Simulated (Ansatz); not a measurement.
**Geometry relaxation of C$_{2}$HAlCl$_{2}$**

C$_{2}$HAlCl$_{2}$, computed with RKS PBE-D4/def2-SVP (Ansatz 0.2.0).

The geometry: force-field start. Figures and captions count atoms from 1; the log counts them from 0 in places.

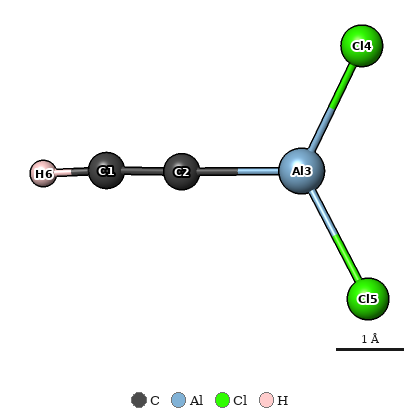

*The starting structure (ball-and-stick view, seen at a tilt; atoms are numbered from 1 in the order of the input). Sticks mark near contacts.*

Bond lengths as drawn: Al–C 1.97 Å, Al–Cl 2.13 to 2.20 Å, C–C 1.25 Å and C–H 1.01 Å.

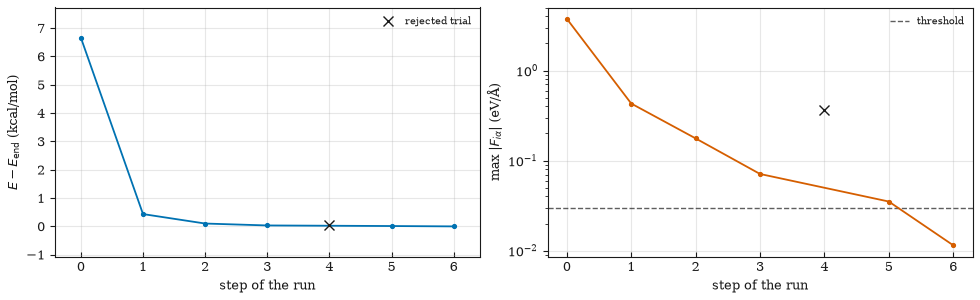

*Progress of the relaxation, step by step (the first geometry is step 0 here and step 1 in the log).*

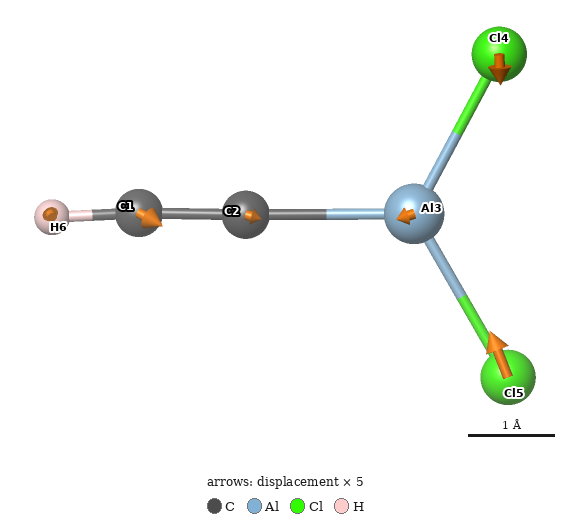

*The starting structure with the displacements as orange arrows, magnified 5 times (ball-and-stick view, seen on its broad side). The two geometries are laid on each other by the best rigid fit.*

Over 6 geometry steps the energy falls by 6.66 kcal/mol. The largest force component goes from 3.8 to 0.011 eV/Å. The line search rejected the trial step at point 4 (counted from 0) and went back. The atom that moves furthest after the best rigid fit is Cl5 (0.12 Å). By element the largest moves are Cl 0.12 Å, C 0.07 Å, Al 0.04 Å, H 0.04 Å. Distances before and after: Al3–Cl5 2.204 → 2.099 Å, C2–Al3 1.970 → 1.892 Å, C1–H6 1.015 → 1.084 Å, Al3–Cl4 2.132 → 2.098 Å. Among the angles that change: C2–C1–H6 174.1° → 180.0°, Cl4–Al3–Cl5 122.0° → 118.6°. (Atoms are counted from 1 in the order of the input.)

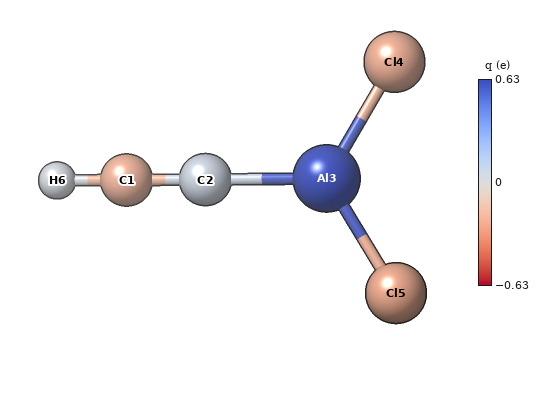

*Mulliken charges, as the colour of each atom (ball-and-stick view, seen at a tilt; atoms are numbered from 1 in the order of the input).*

By element: C −0.23 to +0.05, Al +0.60, Cl −0.23 and H +0.03 e.

These pictures come from the run below.

## Input file
```yaml
crystal:
  periodic: [false, false, false]
  atoms:
    - {symbol: C, position_ang: [1.444500, -0.121500, 1.381700]}
    - {symbol: C, position_ang: [0.540500, -0.043500, 0.517200]}
    - {symbol: Al, position_ang: [-0.859900, 0.018800, -0.867200]}
    - {symbol: Cl, position_ang: [-2.263400, -1.581900, -0.975000]}
    - {symbol: Cl, position_ang: [-0.963400, 1.756400, -2.219400]}
    - {symbol: H, position_ang: [2.143800, -0.092300, 2.116600]}
basis:
  gaussian: {orbitals: def2-SVP}
hamiltonian: {xc: pbe, dispersion: d4}
relax: {f_tol: 0.03, max_steps: 200}
```

Launched with:
```bash
ansatz run in.yaml --threads 4 --pin off --events-out ev --progress --plain --max-ram 10444MiB
```

## What the program printed
```
Functional definition: PBE
  name "PBE"
  cite "Perdew, Burke & Ernzerhof, Phys. Rev. Lett. 77, 3865 (1996) doi:10.1103/PhysRevLett.77.3865"
  parent pbe
  parameter kappa = 0.804
  parameter beta = 0.06672455060314922
  exchange = pbe_x(kappa = kappa, mu = beta*pi^2/3)
  correlation = pbe_c(beta = beta)
957 factors; their error is unknown
mean field evaluation 1: about -33700.4196 eV, gradient 4.3e1 eV
mean field evaluation 2: about -33674.1488 eV, gradient 9.6e1 eV
mean field evaluation 4: about -33704.6917 eV, gradient 2.5e1 eV
mean field evaluation 8: about -33706.2280 eV, gradient 5.0e-2 eV
mean field evaluation 16: about -33706.1803 eV, gradient 1.0e-5 eV
mean field -33706.18032084 eV, -1238.6792799214 hartree, gradient 1.0e-5 eV, S^2 0.000000; 0 other end points of the search recorded, 0 dependent functions left out
the calculation of the forces begins
reference -33706.18035570 eV, -1238.6792812024 hartree; 30, 30 occupied and 57, 57 virtual orbitals, 957 factors
relax step   1: F+E_penalty+E_count = -33706.33933991 eV  Δ(F+E_penalty+E_count) = +0.000e0 eV  max|allowed force component| = 3.755e0 eV/Å  Δτ_max = 0.0000 Å  (27 SCF iters, accepted)
these checks for a lower state are left out or cut short: starts, cluster_reference, orbital_swaps, neighbouring_geometries, increment
957 factors; their error is unknown
mean field -33706.44558324 eV, -1238.6890281346 hartree, gradient 1.9e-5 eV, S^2 0.000000; 0 other end points of the search recorded, 0 dependent functions left out
the calculation of the forces begins
reference -33706.44561828 eV, -1238.6890294225 hartree; 30, 30 occupied and 57, 57 virtual orbitals, 957 factors
relax step   2: F+E_penalty+E_count = -33706.60946668 eV  Δ(F+E_penalty+E_count) = -2.701e-1 eV  max|allowed force component| = 4.300e-1 eV/Å  Δτ_max = 0.0983 Å  (28 SCF iters, accepted)
these checks for a lower state are left out or cut short: starts, cluster_reference, orbital_swaps, neighbouring_geometries, increment
957 factors; their error is unknown
mean field -33706.45864098 eV, -1238.6895079978 hartree, gradient 1.3e-5 eV, S^2 0.000000; 0 other end points of the search recorded, 0 dependent functions left out
the calculation of the forces begins
reference -33706.45867605 eV, -1238.6895092867 hartree; 30, 30 occupied and 57, 57 virtual orbitals, 957 factors
relax step   3: F+E_penalty+E_count = -33706.62396123 eV  Δ(F+E_penalty+E_count) = -1.449e-2 eV  max|allowed force component| = 1.764e-1 eV/Å  Δτ_max = 0.0253 Å  (27 SCF iters, accepted)
these checks for a lower state are left out or cut short: starts, cluster_reference, orbital_swaps, neighbouring_geometries, increment
957 factors; their error is unknown
mean field evaluation 32: about -33706.4877 eV, gradient 3.2e0 eV
mean field -33706.46178999 eV, -1238.6896237219 hartree, gradient 9.3e-6 eV, S^2 0.000000; 0 other end points of the search recorded, 0 dependent functions left out
the calculation of the forces begins
reference -33706.46182500 eV, -1238.6896250085 hartree; 30, 30 occupied and 57, 57 virtual orbitals, 957 factors
relax step   4: F+E_penalty+E_count = -33706.62688934 eV  Δ(F+E_penalty+E_count) = -2.928e-3 eV  max|allowed force component| = 7.100e-2 eV/Å  Δτ_max = 0.0582 Å  (26 SCF iters, accepted)
these checks for a lower state are left out or cut short: starts, cluster_reference, orbital_swaps, neighbouring_geometries, increment
957 factors; their error is unknown
mean field -33706.46162527 eV, -1238.6896176684 hartree, gradient 1.2e-5 eV, S^2 0.000000; 0 other end points of the search recorded, 0 dependent functions left out
the calculation of the forces begins
reference -33706.46166031 eV, -1238.6896189561 hartree; 30, 30 occupied and 57, 57 virtual orbitals, 957 factors
relax step   5: F+E_penalty+E_count = -33706.62686536 eV  Δ(F+E_penalty+E_count) = +2.398e-5 eV  max|allowed force component| = 3.651e-1 eV/Å  Δτ_max = 0.0340 Å  (27 SCF iters, rejected (line search))
these checks for a lower state are left out or cut short: starts, cluster_reference, orbital_swaps, neighbouring_geometries, increment
957 factors; their error is unknown
mean field -33706.46264646 eV, -1238.6896551963 hartree, gradient 1.3e-5 eV, S^2 0.000000; 0 other end points of the search recorded, 0 dependent functions left out
the calculation of the forces begins
reference -33706.46268149 eV, -1238.6896564837 hartree; 30, 30 occupied and 57, 57 virtual orbitals, 957 factors
relax step   6: F+E_penalty+E_count = -33706.62778926 eV  Δ(F+E_penalty+E_count) = -8.999e-4 eV  max|allowed force component| = 3.508e-2 eV/Å  Δτ_max = 0.0170 Å  (27 SCF iters, accepted)
these checks for a lower state are left out or cut short: starts, cluster_reference, orbital_swaps, neighbouring_geometries, increment
957 factors; their error is unknown
mean field -33706.46315787 eV, -1238.6896739905 hartree, gradient 1.3e-5 eV, S^2 0.000000; 0 other end points of the search recorded, 0 dependent functions left out
the calculation of the forces begins
reference -33706.46319293 eV, -1238.6896752789 hartree; 30, 30 occupied and 57, 57 virtual orbitals, 957 factors
relax step   7: F+E_penalty+E_count = -33706.62832883 eV  Δ(F+E_penalty+E_count) = -5.396e-4 eV  max|allowed force component| = 1.147e-2 eV/Å  Δτ_max = 0.0253 Å  (27 SCF iters, accepted)
957 factors; their error is unknown
mean field evaluation 64: about -33705.4912 eV, gradient 1.9e1 eV
mean field -33706.46315787 eV, -1238.6896739905 hartree, gradient 1.3e-5 eV, S^2 0.000000; 1 other end points of the search recorded, 0 dependent functions left out
the calculation of the forces begins
reference -33706.46319293 eV, -1238.6896752789 hartree; 30, 30 occupied and 57, 57 virtual orbitals, 957 factors
Total energy: -33706.62836389 eV, -1238.6957451996 hartree
Atom 0 at     1.393380    -0.079287     1.352713 Å, force     0.011466     0.002275     0.008910 eV/Å
Atom 1 at     0.516229    -0.031840     0.489433 Å, force    -0.006035     0.004689    -0.009475 eV/Å
Atom 2 at    -0.833578     0.033717    -0.834413 Å, force    -0.002249    -0.004199     0.001131 eV/Å
Atom 3 at    -2.232865    -1.520667    -1.004907 Å, force    -0.004995    -0.001136    -0.003845 eV/Å
Atom 4 at    -0.966446     1.654461    -2.160807 Å, force     0.003063    -0.001252     0.003855 eV/Å
Atom 5 at     2.165380    -0.120384     2.111880 Å, force    -0.001250    -0.000376    -0.000576 eV/Å
Dipole moment:     0.280768    -0.012022     0.274038 e Å
```

## Trajectory as extended XYZ (Å, eV, eV/Å), 7 frames, from step=1 to step=7
```
6
Properties=species:S:1:pos:R:3:forces:R:3 step=1 energy=-33706.33934
C     1.4445   -0.1215    1.3817   -3.7546   0.2884  -3.6070
C     0.5405   -0.0435    0.5172    0.6033  -0.1669   0.4181
Al   -0.8599    0.0188   -0.8672    0.4987   0.6443   0.0948
Cl   -2.2634   -1.5819   -0.9750    0.3646   0.5045  -0.0585
Cl   -0.9634    1.7564   -2.2194    0.0222  -1.2182   0.8825
H     2.1438   -0.0923    2.1166    2.2658  -0.0520   2.2700
6
Properties=species:S:1:pos:R:3:forces:R:3 step=2 energy=-33706.60947
C     1.4134   -0.1096    1.3486   -0.4300   0.2103  -0.2712
C     0.5260   -0.0311    0.4987   -0.2914  -0.1025  -0.3725
Al   -0.8400    0.0245   -0.8420    0.2330   0.2195   0.0984
Cl   -2.2466   -1.5279   -1.0049    0.0468   0.0563  -0.0088
Cl   -0.9656    1.6737   -2.1662    0.0121  -0.2770   0.2038
H     2.1548   -0.0936    2.1196    0.4296  -0.1065   0.3503
6
Properties=species:S:1:pos:R:3:forces:R:3 step=3 energy=-33706.62396
C     1.4020   -0.1022    1.3416   -0.0727   0.1764   0.0644
C     0.5151   -0.0258    0.4903    0.0196  -0.1019  -0.0436
Al   -0.8341    0.0305   -0.8343    0.0089  -0.0268   0.0453
Cl   -2.2374   -1.5189   -1.0077   -0.0080  -0.0138  -0.0013
Cl   -0.9620    1.6529   -2.1523   -0.0071   0.0555  -0.0514
H     2.1585   -0.1005    2.1163    0.0592  -0.0894  -0.0135
6
Properties=species:S:1:pos:R:3:forces:R:3 step=4 energy=-33706.62689
C     1.3924   -0.0849    1.3556   -0.0479   0.0123  -0.0535
C     0.5290   -0.0037    0.4789    0.0641  -0.0129   0.0710
Al   -0.8270    0.0509   -0.8414    0.0112  -0.0102   0.0176
Cl   -2.2090   -1.5226   -0.9804   -0.0084   0.0028  -0.0100
Cl   -0.9949    1.6534   -2.1863    0.0145  -0.0053   0.0176
H     2.1515   -0.1572    2.1274   -0.0336   0.0133  -0.0427
6
Properties=species:S:1:pos:R:3:forces:R:3 step=5 energy=-33706.62686 accepted=F
C     1.3911   -0.0802    1.3513    0.3651  -0.0204   0.3597
C     0.5199   -0.0266    0.4896   -0.3562   0.0277  -0.3583
Al   -0.8301    0.0374   -0.8340   -0.0097   0.0012  -0.0082
Cl   -2.2267   -1.5200   -0.9996   -0.0067  -0.0042  -0.0036
Cl   -0.9726    1.6535   -2.1660    0.0098  -0.0068   0.0139
H     2.1606   -0.1280    2.1126   -0.0023   0.0025  -0.0036
6
Properties=species:S:1:pos:R:3:forces:R:3 step=6 energy=-33706.62779
C     1.3928   -0.0822    1.3540   -0.0233   0.0075  -0.0266
C     0.5240   -0.0143    0.4826    0.0302  -0.0087   0.0351
Al   -0.8299    0.0433   -0.8384    0.0052  -0.0053   0.0088
Cl   -2.2191   -1.5223   -0.9903   -0.0071   0.0007  -0.0073
Cl   -0.9824    1.6539   -2.1750    0.0076  -0.0017   0.0083
H     2.1567   -0.1424    2.1209   -0.0127   0.0076  -0.0184
6
Properties=species:S:1:pos:R:3:forces:R:3 step=7 energy=-33706.62833
C     1.3934   -0.0793    1.3527    0.0115   0.0023   0.0089
C     0.5162   -0.0318    0.4894   -0.0060   0.0047  -0.0095
Al   -0.8336    0.0337   -0.8344   -0.0022  -0.0042   0.0011
Cl   -2.2329   -1.5207   -1.0049   -0.0050  -0.0011  -0.0038
Cl   -0.9664    1.6545   -2.1608    0.0031  -0.0013   0.0039
H     2.1654   -0.1204    2.1119   -0.0013  -0.0004  -0.0006
```

## Results in brief

- outcome: converged
- total energy: −33706.6284 eV
- mean-field energy: −33706.4632 eV
- dispersion energy: −0.1652 eV
- SCF solution under orbital rotations: stable
- largest force (length of the vector) at the end: 0.015 eV/Å
- dipole moment: 1.89 D
- hardware: 4 threads of Arm Neoverse V2, 23 GiB of memory available, shared host
- wall time: 4.7 s (CPU time 16 s)
- peak memory: 0.13 GiB
